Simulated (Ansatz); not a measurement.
**UPBE0/aug-cc-pVDZ run of SiCl3 (SMILES Cl[Si](Cl)Cl)**

What is the electronic atomisation energy of SiCl3 at UPBE0/aug-cc-pVDZ? 

The results are computed with Ansatz 0.2.0.

25 further runs of the same task are left out: 2 that didn't finish, 23 set aside as unsound or not needed.

**1. Starting point**

The species is SiCl3 (4 atoms), meant as a doublet with charge 0. SMILES: `Cl[Si](Cl)Cl`. The shape is that of a PBE0-D4/def2-TZVP optimisation.

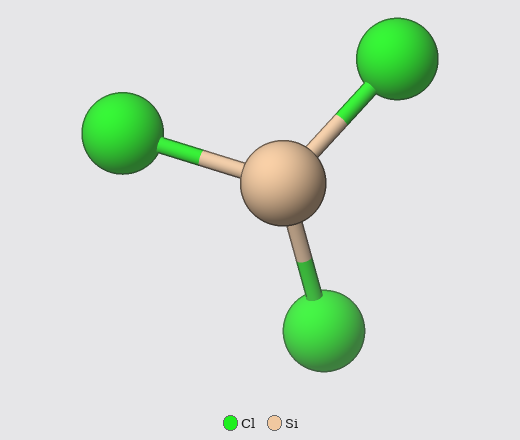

The structure, seen from a chosen angle (chlorine green, silicon light orange).

**2. The energy at UPBE0/aug-cc-pVDZ**

input.yaml reads:

```yaml
crystal:
  periodic: [false, false, false]
  atoms:
    - {symbol: Cl, position_ang: [-1.524800, -0.591600, 1.030100]}
    - {symbol: Si, position_ang: [0.116100, 0.389400, 0.310600]}
    - {symbol: Cl, position_ang: [1.694700, -0.903800, 0.219000]}
    - {symbol: Cl, position_ang: [-0.286000, 1.105900, -1.559700]}
basis:
  gaussian: {orbitals: aug-cc-pVDZ}
magnetization: {spin_polarized: true, initial_magnetization: 1}
hamiltonian: {xc: pbe0}
accuracy: high
output: {orbitals: {seedname: orbitals}}
```

The run is started by

```
$ ansatz run input.yaml --threads 1 --pin off --max-ram 3480MiB --events-out events.jsonl --progress --plain --runs-dir runs
```

Standard output:

```text
Warning: RAYON_NUM_THREADS=1 ignored (pool sized by the plan → 1); use --threads N
Functional definition: PBE0
  name "PBE0"
  parameter a = 0.25
  parameter kappa = 0.804
  parameter beta = 0.06672455060314922
  exchange = (1 - a)*pbe_x(kappa = kappa, mu = beta*pi^2/3) + a*exact_x
  correlation = pbe_c(beta = beta)
2178 factors; integrals over basis functions are off by at most 3.2e-9 eV
mean field evaluation 1: about -45432.5201 eV, gradient 1.1e1 eV
mean field evaluation 2: about -45432.7209 eV, gradient 9.5e0 eV
mean field evaluation 4: about -45433.1983 eV, gradient 4.6e-1 eV
mean field evaluation 8: about -45433.3395 eV, gradient 2.8e-2 eV
mean field evaluation 16: about -45433.3395 eV, gradient 7.0e-6 eV
mean field -45433.33954138 eV, -1669.6444323221 hartree, gradient 1.8e-8 eV, S^2 0.752189; 0 other end points of the search recorded, 0 dependent functions left out
reference -45433.33954495 eV, -1669.6444324534 hartree; 33, 32 occupied and 75, 76 virtual orbitals, 2178 factors
Total energy: -45433.33954495 eV, -1669.6444324534 hartree
```

Run time: 26 s. Hardware: 1 thread of Arm Neoverse V2, shared host; peak memory 0.6 GiB.

**3. The Cl atom**

input.yaml reads:

```yaml
crystal:
  periodic: [false, false, false]
  atoms:
    - {symbol: Cl, position_ang: [0.000000, 0.000000, 0.000000]}
basis:
  gaussian:
    orbitals: aug-cc-pVDZ
magnetization:
  spin_polarized: true
  initial_magnetization: 1
hamiltonian:
  xc: {name: PBE0}
accuracy: high
```

Run the same way, it converges to -459.99242 Eh (log not shown).

**4. The Si atom**

molecule.yaml reads:

```yaml
crystal:
  periodic: [false, false, false]
  atoms:
    - {symbol: Si, position_ang: [0.000000, 0.000000, 0.000000]}
basis:
  gaussian: {orbitals: aug-cc-pVDZ}
magnetization: {spin_polarized: true, initial_magnetization: 2}
hamiltonian: {xc: {name: PBE0}}
accuracy: high
```

The run is started by

```
$ ansatz run molecule.yaml --threads 1 --pin off --max-ram 3480MiB --events-out events.jsonl --progress --plain --runs-dir runs
```

Standard output (excerpt; [...] marks lines left out):

```text
Warning: RAYON_NUM_THREADS=1 ignored (pool sized by the plan → 1); use --threads N
[... 7 set-up lines as earlier in the session ...]
231 factors; integrals over basis functions are off by at most 3.2e-9 eV
mean field evaluation 1: about -7870.7636 eV, gradient 2.5e0 eV
mean field evaluation 2: about -7870.8400 eV, gradient 6.9e-1 eV
mean field evaluation 4: about -7870.8445 eV, gradient 1.7e-1 eV
mean field evaluation 8: about -7870.8448 eV, gradient 1.2e-4 eV
mean field -7870.84484340 eV, -289.2482129448 hartree, gradient 1.8e-8 eV, S^2 2.005110; 0 other end points of the search recorded, 0 dependent functions left out
reference -7870.84484664 eV, -289.2482130637 hartree; 8, 6 occupied and 19, 21 virtual orbitals, 231 factors
Total energy: -7870.84484664 eV, -289.2482130637 hartree
```

It took 0.74 s on 1 thread of Arm Neoverse V2, shared host.

**5. Summary of results**

Level: UPBE0/aug-cc-pVDZ.

| quantity | value |
| --- | --- |
| molecule: total energy | -1669.64443 Eh |
| molecule: HOMO energy (highest over α and β) | -7.17 eV |
| molecule: LUMO energy (lowest over α and β) | -3.58 eV |
| molecule: ⟨S²⟩ | 0.752 |
| Cl atom: total energy | -459.99242 Eh |
| Cl atom: ⟨S²⟩ | 0.753 |
| Si atom: total energy | -289.24821 Eh |
| Si atom: ⟨S²⟩ | 2.005 |
| electronic atomisation energy | 11.400 eV |

**Reading.** Taking the molecule apart into free atoms costs 11.40 eV (263 kcal/mol), before zero-point energy and without spin-orbit coupling.
